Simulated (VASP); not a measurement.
Band structure of Pt (fcc). Level of theory: TPSS meta-GGA, VASP's PBE PAW potentials (set 64) (plane waves; VASP 6.6.1).

Unless said otherwise, spin-orbit coupling is left out, though it shifts the bands of the heavy elements here.

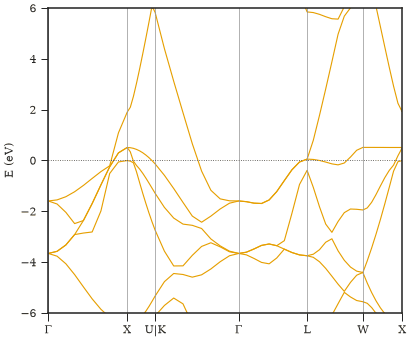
Fig. 1. Bands along high-symmetry lines, zero at the valence-band maximum or, without a gap, the Fermi level

Read the plot: is there a gap, and where are the band edges?

It has no gap at this level: it comes out as a metal or semimetal.

The compound is Pt in the fcc structure. It was relaxed first.
